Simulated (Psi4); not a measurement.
**H3NO (SMILES NO), step by step**

Wanted: a structure relaxation (singlet H3NO, r2SCAN/3-21G), then a single-point energy (doublet H3NO+, U-r2SCAN/3-21G), then a geometry optimisation (doublet H3NO+, U-r2SCAN/3-21G), then a single-point energy (singlet H3NO, r2SCAN/3-21G) of H3NO. 

The calculation is run with Psi4 1.11.

**1. The structure to begin with**

H3NO: 5 atoms, total charge 0, spin state singlet. As SMILES, `NO`. The shape is that of a GFN2-xTB (4 decimals) optimisation. This is one conformer, not always the lowest. The run starts from this shape.

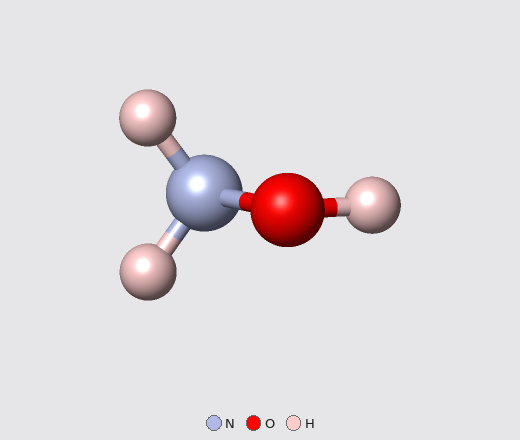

The structure, seen from a chosen angle (nitrogen light blue, oxygen red, hydrogen pink).

**2. A geometry optimisation at r2SCAN/3-21G (density fitting) (run 1)**

The input, h3no.sdf:

```

     RDKit          3D

  5  4  0  0  0  0  0  0  0  0999 V2000
   -0.1789   -0.3664   -0.3129 N   0  0  0  0  0  0  0  0  0  0  0  0
    0.3717    0.6743    0.5018 O   0  0  0  0  0  0  0  0  0  0  0  0
   -0.1618   -1.2061    0.2653 H   0  0  0  0  0  0  0  0  0  0  0  0
   -1.1567   -0.1143   -0.4546 H   0  0  0  0  0  0  0  0  0  0  0  0
    1.1256    1.0126    0.0005 H   0  0  0  0  0  0  0  0  0  0  0  0
  2  1  1  0
  3  1  1  0
  4  1  1  0
  5  2  1  0
M  END
$$$$
```

The input, h3no.py:

```python
import psi4
from rdkit import Chem

psi4.set_memory('1600 MB')
psi4.set_num_threads(1)
psi4.core.set_output_file('h3no.out', False)

rd = Chem.SDMolSupplier('h3no.sdf', removeHs=False, sanitize=False)[0]
xyz = rd.GetConformer().GetPositions()
atoms = '\n'.join(f'{a.GetSymbol()} {x:.4f} {y:.4f} {z:.4f}' for a, (x, y, z) in zip(rd.GetAtoms(), xyz))
geom = psi4.geometry('0 1\n' + atoms + '\nsymmetry c1')

psi4.set_options(dict(basis='3-21G', reference='rks'))

energy_value = psi4.optimize('R2SCAN')
print(f'R2SCAN energy: {energy_value:.10f} Eh')
print(geom.to_string(dtype='xyz', units='Angstrom'))
```

Command:

```bash
$ python h3no.py
```

h3no.out:

```text
[...]
  Running in c1 symmetry.
[...]
  Nuclear repulsion =   39.301898690629059
[...]
  Multiplicity = 1
[...]
  Nalpha       = 9
  Nbeta        = 9
[...]
    Number of basis functions: 24
[...]
   @DF-RKS iter   1:  -130.81277356541449   -2.51116e-01   1.96453e-02 ADIIS/DIIS
[...]
   @DF-RKS iter   7:  -130.90235308317705    1.13687e-13   1.83561e-09 DIIS
[...]
  @DF-RKS Final Energy:  -130.90235308317705
   => Energetics <=
    Nuclear Repulsion Energy =             37.6335685964202256
    One-Electron Energy =                -253.6656990347097462
    Two-Electron Energy =                 101.5728539833999662
    DFT Exchange-Correlation Energy =     -16.4430766282874892
    Empirical Dispersion Energy =           0.0000000000000000
    VV10 Nonlocal Energy =                  0.0000000000000000
    Total Energy =                       -130.9023530831770472
[...]
 Multipole Moments:
 ------------------------------------------------------------------------------------
     Multipole            Electronic (a.u.)      Nuclear  (a.u.)        Total (a.u.)
 ------------------------------------------------------------------------------------
 L = 1.  Multiply by 2.5417464519 to convert [e a0] to [Debye]
 Dipole X            :          0.3158785           -0.4741027           -0.1582242
 Dipole Y            :          0.5428595           -0.7361234           -0.1932639
 Dipole Z            :          0.3889734           -0.4647753           -0.0758019
 Magnitude           :                                                    0.2610206
[...]
  -Total Gradient:
     Atom            X                  Y                   Z
    ------   -----------------  -----------------  -----------------
       1        0.000158189522     0.000085980952    -0.000083359670
       2        0.000165821940     0.000088435022    -0.000093914487
       3        0.000141056005     0.000073668641    -0.000079498895
       4        0.000139560651     0.000076477258    -0.000080142938
       5        0.000187860209     0.000071360874    -0.000150796483
[...]
    Final optimized geometry and variables:
    Molecular point group: c1
    Full point group: C1
    Geometry (in Angstrom), charge = 0, multiplicity = 1:
    N           -0.271183492764    -0.557515948240    -0.472440458945
    O            0.269418399694     0.537847475780     0.445082019858
    H           -0.270575861080    -1.370456293267     0.173663844552
    H           -1.266136395269    -0.271098605721    -0.552191117744
    H            1.028765176535     0.851847017028    -0.120994152593
[...]
```

The script printed:

```text
Some dependencies such as QCElemental have not yet finished migration to pydantic v2. If issues are encountered please downgrade pydantic or upgrade QCElemental as appropriate
	Energy has increased in a minimization.
	Energy ratio indicates iffy step.
	Intrafrag trust radius decreased to   0.25.
Optimizer: Optimization complete!
R2SCAN energy: -130.9023530832 Eh
5
0 1 H3NO
N                    -0.271183492764    -0.557515948240    -0.472440458945
O                     0.269418399694     0.537847475780     0.445082019858
H                    -0.270575861080    -1.370456293267     0.173663844552
H                    -1.266136395269    -0.271098605721    -0.552191117744
H                     1.028765176535     0.851847017028    -0.120994152593
```

It took 36 s on 1 thread of AMD EPYC 7R43 (Zen 3), shared host; peak memory 0.44 GiB.

The path in brief:

| step | energy from the first frame kept (eV) | largest force (eV/Å) |
| --- | --- | --- |
| 0 | 0.0000 | 2.8478 |
| 1 | -0.1332 | 1.0388 |
| 2 | -0.1595 | 0.3124 |
| 3 | -0.1610 | 0.0702 |
| 4 | -0.1614 | 0.0189 |
| 5 | -0.1614 | 0.0211 |
| 6 | -0.1615 | 0.0129 |

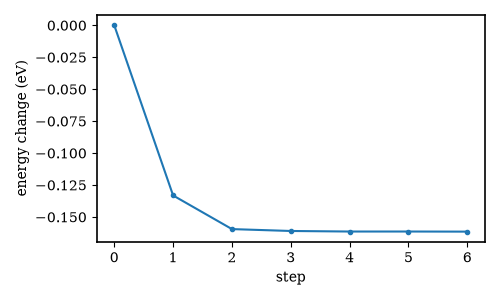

Energy along the run.

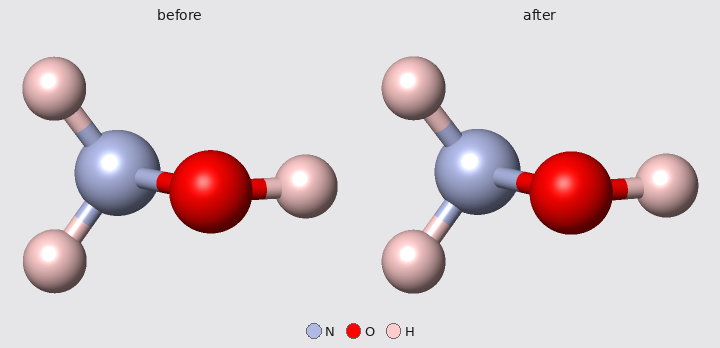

Before and after, at one scale.

After the run. Bond lengths: N1–O2 1.528 Å, N1–H3 1.038 Å, N1–H4 1.038 Å, O2–H5 0.998 Å. Angles: N1–O2–H5 98.9°, O2–N1–H3 100.8°, O2–N1–H4 100.8°, H3–N1–H4 105.3°.

**3. The doublet cation: a single-point energy at U-r2SCAN/3-21G (density fitting) (run 2)**

The input, job.inp:

```
memory 1600 MB

molecule {
  1 2
  N     -0.172896    -0.395682    -0.367835
  O      0.367718     0.699664     0.549702
  H     -0.172286    -1.208633     0.278256
  H     -1.167849    -0.109259    -0.447572
  H      1.127061     1.013670    -0.016376
  units angstrom
}

set {
  reference uks
}

result, w = energy('r2scan/3-21G', return_wfn=True)
print_variables()
```

Command:

```bash
$ psi4 -i job.inp -o job.out -n 1
```

job.out:

```text
[...]
  Running in c1 symmetry.
[...]
  Nuclear repulsion =   37.633558512055778
[...]
  Multiplicity = 2
[...]
  Nalpha       = 9
  Nbeta        = 8
[...]
    Number of basis functions: 24
[...]
   @DF-UKS iter   1:  -130.43381979170508   -5.12516e-03   1.63111e-02 ADIIS/DIIS
[...]
   @DF-UKS iter  11:  -130.52855149146993   -1.26317e-08   5.79074e-07 DIIS
[...]
   @S^2 Observed:                7.545101545E-01
[...]
    Orbital Energies [Eh]
    ---------------------
    Alpha Occupied:
       1A    -19.256414     2A    -14.578499     3A     -1.347498
       4A     -1.149656     5A     -0.822729     6A     -0.788973
       7A     -0.758791     8A     -0.646261     9A     -0.564926
    Alpha Virtual:
      10A     -0.339288    11A     -0.179871    12A     -0.135481
      13A     -0.129393    14A      0.599494    15A      0.623177
      16A      0.649357    17A      0.748869    18A      0.833517
      19A      0.869744    20A      1.155652    21A      1.234464
      22A      1.349074    23A      1.908146    24A      2.574921
[...]
  @DF-UKS Final Energy:  -130.52855149146993
   => Energetics <=
    Nuclear Repulsion Energy =             37.6335585120557781
    One-Electron Energy =                -246.9068174571341672
    Two-Electron Energy =                  94.7555083498302793
    DFT Exchange-Correlation Energy =     -16.0108008962217987
    Empirical Dispersion Energy =           0.0000000000000000
    VV10 Nonlocal Energy =                  0.0000000000000000
    Total Energy =                       -130.5285514914699263
[...]
 Multipole Moments:
 ------------------------------------------------------------------------------------
     Multipole            Electronic (a.u.)      Nuclear  (a.u.)        Total (a.u.)
 ------------------------------------------------------------------------------------
 L = 1.  Multiply by 2.5417464519 to convert [e a0] to [Debye]
 Dipole X            :          0.1796193           -0.4741101           -0.2944908
 Dipole Y            :          0.0894764           -0.7361133           -0.6466369
 Dipole Z            :         -0.1109862           -0.4647839           -0.5757701
 Magnitude           :                                                    0.9145356
[...]
```

Run time: 10 s. Hardware: 1 thread of AMD EPYC 7R43 (Zen 3), shared host; peak memory 0.38 GiB.

**4. The doublet cation: a geometry optimisation at U-r2SCAN/3-21G (density fitting) (run 3)**

The input, job.in:

```
memory 1.6 GB

molecule {
  1 2
  N
  O 1 R2
  H 1 R3 2 A3
  H 1 R4 3 A4 2 D4
  H 2 R5 1 A5 3 D5

  R2 = 1.527717
  R3 = 1.038423
  A3 = 100.80204
  R4 = 1.038426
  A4 = 105.32375
  D4 = -104.48387
  R5 = 0.997821
  A5 = 98.87035
  D5 = 125.96543
  symmetry c1
}

set globals {
  basis 3-21G
  reference uks
}

e = opt("r2scan")
print_variables()
```

Command:

```bash
$ psi4 job.in job.out -n 1
```

job.out:

```text
[...]
  Running in c1 symmetry.
[...]
  Nuclear repulsion =   37.633562650967541
[...]
  Multiplicity = 2
[...]
  Nalpha       = 9
  Nbeta        = 8
[...]
    Number of basis functions: 24
[...]
   @DF-UKS iter   1:  -130.43381980190824   -5.12495e-03   1.63111e-02 DIIS/ADIIS
[...]
   @DF-UKS iter   7:  -130.58681683520993   -1.13687e-13   3.37261e-09 DIIS
[...]
   @S^2 Observed:                7.532325170E-01
[...]
  @DF-UKS Final Energy:  -130.58681683520993
   => Energetics <=
    Nuclear Repulsion Energy =             39.7007339637140788
    One-Electron Energy =                -250.8792806700851656
    Two-Electron Energy =                  96.6432329023457726
    DFT Exchange-Correlation Energy =     -16.0515030311846196
    Empirical Dispersion Energy =           0.0000000000000000
    VV10 Nonlocal Energy =                  0.0000000000000000
    Total Energy =                       -130.5868168352099303
[...]
 Multipole Moments:
 ------------------------------------------------------------------------------------
     Multipole            Electronic (a.u.)      Nuclear  (a.u.)        Total (a.u.)
 ------------------------------------------------------------------------------------
 L = 1.  Multiply by 2.5417464519 to convert [e a0] to [Debye]
 Dipole X            :          0.0000053           -0.0004556           -0.0004503
 Dipole Y            :         -0.0663592           -0.7451752           -0.8115344
 Dipole Z            :          0.3308957           -1.2030235           -0.8721278
 Magnitude           :                                                    1.1912998
[...]
  -Total Gradient:
     Atom            X                  Y                   Z
    ------   -----------------  -----------------  -----------------
       1        0.000006797762    -0.000080212703     0.000002847043
       2        0.000001532485    -0.000193985025     0.000023332630
       3       -0.000004341583    -0.000041446257     0.000106742098
       4       -0.000001639654    -0.000050558386    -0.000030029319
       5       -0.000002898200    -0.000197148616    -0.000052023811
[...]
    Final optimized geometry and variables:
    Molecular point group: c1
    Full point group: C1
    Geometry (in Angstrom), charge = 1, multiplicity = 2:
    N
    O             1          R2
    H             1          R3      2          A3
    H             1          R4      3          A4      2          D4
    H             2          R5      1          A5      3          D5
    A3        =  111.8353150566
    A4        =  125.7867665818
    A5        =  109.4323714893
    D4        =  179.9779232536
    D5        =  179.9873018032
[...]
```

On the terminal:

```text
Optimizer: Optimization complete!
```

Wall time 1.8 min (1 thread of AMD EPYC 7R43 (Zen 3), shared host); peak memory 0.41 GiB.

Step by step:

```csv
step,energy from the first frame kept (eV),largest force (eV/Å)
0,0.0000,4.9078
1,-0.7193,2.4075
2,-0.9182,0.9586
3,-0.9398,0.1627
4,-1.0394,1.0992
5,-1.4531,1.2306
6,-1.5488,1.0596
7,-1.5765,0.2569
8,-1.5784,0.4663
9,-1.5848,0.0588
10,-1.5851,0.0494
11,-1.5855,0.0157
12,-1.5855,0.0105
```

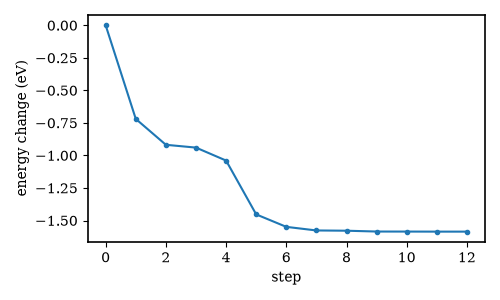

Energy along the run.

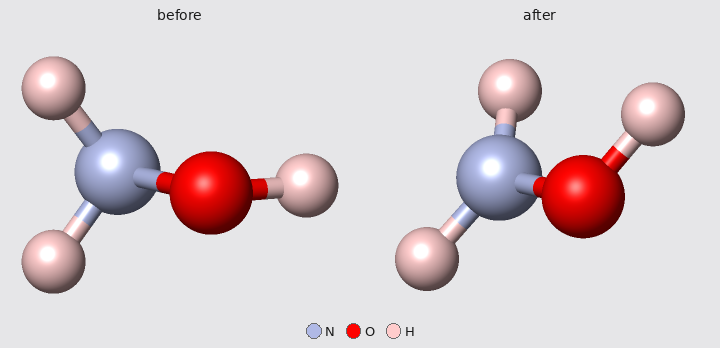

Before and after, at one scale.

After the run. Bond lengths: N1–O2 1.370 Å, N1–H3 1.029 Å, N1–H4 1.032 Å, O2–H5 1.017 Å. Angles: N1–O2–H5 109.4°, O2–N1–H3 111.8°, O2–N1–H4 122.4°, H3–N1–H4 125.8°.

**5. A single-point energy at r2SCAN/3-21G (density fitting) (run 4)**

The input, h3no.in:

```
memory 1600 mb

molecule system {
  N
  O 1 R2
  H 1 R3 2 A3
  H 1 R4 3 A4 2 D4
  H 2 R5 1 A5 3 D5

  R2 = 1.370433
  R3 = 1.02919
  A3 = 111.83531
  R4 = 1.03192
  A4 = 125.78674
  D4 = 179.97793
  R5 = 1.016839
  A5 = 109.4324
  D5 = 179.98726
  symmetry c1
}

set {
  reference rks
}

e_tot, wfn = energy('r2scan/3-21G', return_wfn=True)
```

Command:

```bash
$ psi4 -n 1 h3no.in h3no.out
```

h3no.out:

```text
[...]
  Running in c1 symmetry.
[...]
  Nuclear repulsion =   39.700731289062162
[...]
  Multiplicity = 1
[...]
  Nalpha       = 9
  Nbeta        = 9
[...]
    Number of basis functions: 24
[...]
   @DF-RKS iter   1:  -130.75522479249349   -1.56623e-01   2.11978e-02 ADIIS/DIIS
[...]
   @DF-RKS iter   8:  -130.85581927092898   -5.51836e-10   5.68313e-08 DIIS
[...]
    Orbital Energies [Eh]
    ---------------------
    Doubly Occupied:
       1A    -18.859375     2A    -14.088549     3A     -1.000890
       4A     -0.717775     5A     -0.501447     6A     -0.433982
       7A     -0.292987     8A     -0.286513     9A     -0.094108
[...]
  @DF-RKS Final Energy:  -130.85581927092898
   => Energetics <=
    Nuclear Repulsion Energy =             39.7007312890621620
    One-Electron Energy =                -257.8434946231096205
    Two-Electron Energy =                 103.7812462692508007
    DFT Exchange-Correlation Energy =     -16.4943022061323177
    Empirical Dispersion Energy =           0.0000000000000000
    VV10 Nonlocal Energy =                  0.0000000000000000
    Total Energy =                       -130.8558192709289756
[...]
 Multipole Moments:
 ------------------------------------------------------------------------------------
     Multipole            Electronic (a.u.)      Nuclear  (a.u.)        Total (a.u.)
 ------------------------------------------------------------------------------------
 L = 1.  Multiply by 2.5417464519 to convert [e a0] to [Debye]
 Dipole X            :         -0.0000127           -0.0004562           -0.0004689
 Dipole Y            :          0.0891199           -0.7451744           -0.6560545
 Dipole Z            :          0.7542579           -1.2030240           -0.4487661
 Magnitude           :                                                    0.7948577
[...]
```

It took 6.6 s on 1 thread of AMD EPYC 7R43 (Zen 3), shared host; peak memory 0.37 GiB.

**6. Summary of results**

```
                                                               quantity          value
                           run 1, r2SCAN/3-21G: total energy at the end  -130.90235 Eh
                                     run 1, r2SCAN/3-21G: dipole moment         0.66 D
                                       run 1, r2SCAN/3-21G: HOMO energy       -5.45 eV
                                       run 1, r2SCAN/3-21G: LUMO energy        1.33 eV
                                     run 1, r2SCAN/3-21G: HOMO–LUMO gap        6.77 eV
                                    doublet cation, run 2: total energy  -130.52855 Eh
              doublet cation, run 2: HOMO energy (highest over α and β)      -15.15 eV
               doublet cation, run 2: LUMO energy (lowest over α and β)      -14.53 eV
                                            doublet cation, run 2: ⟨S²⟩          0.755
                         doublet cation, run 3: total energy at the end  -130.58682 Eh
              doublet cation, run 3: HOMO energy (highest over α and β)      -14.65 eV
               doublet cation, run 3: LUMO energy (lowest over α and β)      -11.96 eV
                                            doublet cation, run 3: ⟨S²⟩          0.753
                                      run 4, r2SCAN/3-21G: total energy  -130.85582 Eh
                                     run 4, r2SCAN/3-21G: dipole moment         2.02 D
                                       run 4, r2SCAN/3-21G: HOMO energy       -2.56 eV
                                       run 4, r2SCAN/3-21G: LUMO energy        2.40 eV
                                     run 4, r2SCAN/3-21G: HOMO–LUMO gap        4.96 eV
adiabatic ionisation energy (to the doublet cation, no zero-point term)       8.586 eV
```

What this shows: The adiabatic ionisation energy (to the doublet cation, no zero-point term) is 8.59 eV (198 kcal/mol). The optimisation (run 1, r2SCAN/3-21G) took 7 steps and changed the energy by -0.161 eV. The optimisation (doublet cation, run 3) took 13 steps and changed the energy by -1.585 eV.
